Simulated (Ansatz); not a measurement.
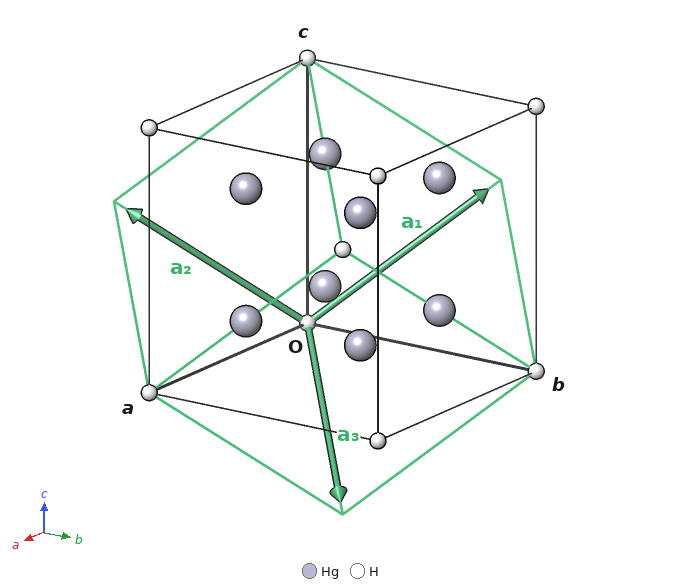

Crystal: Hg4H, the geometry relaxed with DFT PBE, scalar-relativistic, plane waves, PAW (Ansatz 0.2.0); the starting structure was generated, so it need not be a known form of this composition. The conventional cell (thin) and a primitive cell (coloured, vectors a₁, a₂, a₃). Symmetry computed with spglib at a tolerance of 0.002 Å; standard conventional cell.

a = 6.168 Å, b = 6.168 Å, c = 6.168 Å, α = 90.00°, β = 90.00°, γ = 90.00°.

What is the centring, and how are the primitive vectors built?

I, body-centred cubic, with lattice points at (0, 0, 0), (1/2, 1/2, 1/2). a₁ = −1/2 a + 1/2 b + 1/2 c; a₂ = 1/2 a − 1/2 b + 1/2 c; a₃ = 1/2 a + 1/2 b − 1/2 c.

Give the primitive cell's size and content.

Edges 5.341, 5.341, 5.341 Å; angles 109.47°, 109.47°, 109.47°; volume 117.32 Å³, 1/2 of the conventional cell; 5 of its 10 atoms.
